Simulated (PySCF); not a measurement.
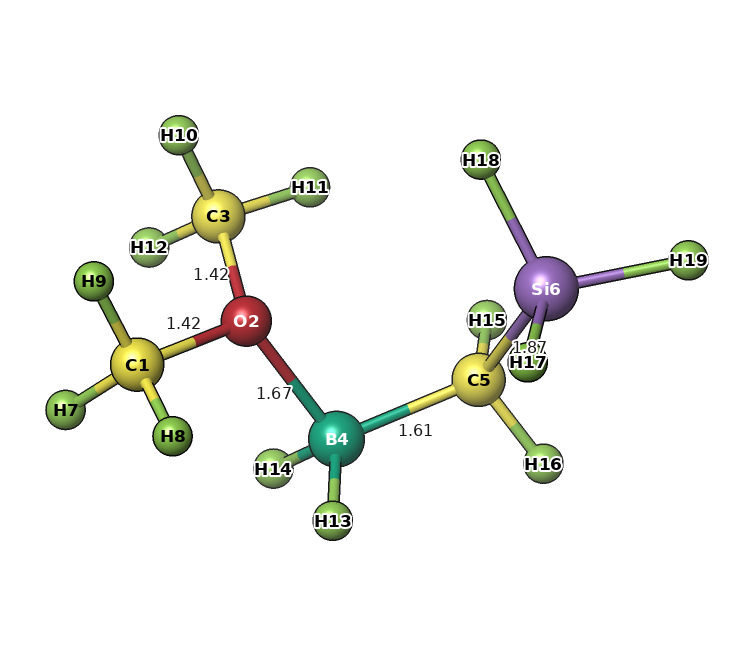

Bond lengths are marked in Å; every bond is drawn as one stick. The geometry was computed by an optimisation with PBE0-D3(BJ)/def2-SVP. No frequency run is at hand to confirm it as a minimum.

Assign a bond order to each marked bond.

Answer. C1–O2 single; O2–C3 single; O2–B4 single; B4–C5 single; C5–Si6 single. This is one Lewis structure.

Write the SMILES.

Answer. C[O+](C)[BH2-]C[SiH3]
